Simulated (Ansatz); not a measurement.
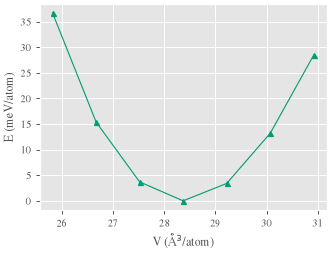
BaAu₂ in space group P6/mmm (No. 191; Ba on 1a, Au on 2d) under volume change, r²SCAN (plane waves, PAW; program Ansatz), shape and atoms relaxed at each volume.

What does a third-order Birch–Murnaghan fit give for V₀, B₀ and B′?

V₀ = 28.36 Å³/atom, B₀ = 44.9 GPa, B′ = 3.5.

The workflow started from an entry of the Crystallography Open Database (COD). Its standing as an ambient phase is unchecked. The r²SCAN relaxation kept the symmetry of its start; whether a distortion lowers the energy is not shown. Scalar-relativistic: spin–orbit coupling is off unless named, which matters more the heavier the elements.

Potentials: the later of the program's two PAW sets.
